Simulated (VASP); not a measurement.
Band structure of Os (hcp). Method: rev-vdW-DF2, VASP's PBE PAW potentials (set 64) (plane waves; VASP 6.6.1).

Unless said otherwise, spin-orbit coupling is left out, though it shifts the bands of the heavy elements here.

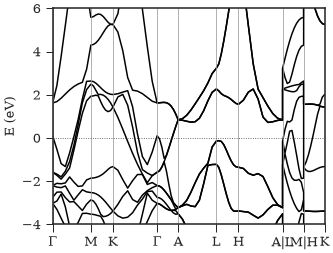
Figure. Bands along high-symmetry lines, zero at the valence-band maximum or, without a gap, the Fermi level

### Question
Read the plot: is there a gap, and where are the band edges?

### Answer
It has no gap at this level: it comes out as a metal or semimetal. (Edges off the drawn lines would not show.)

The compound is Os in the hcp structure. It was relaxed first.
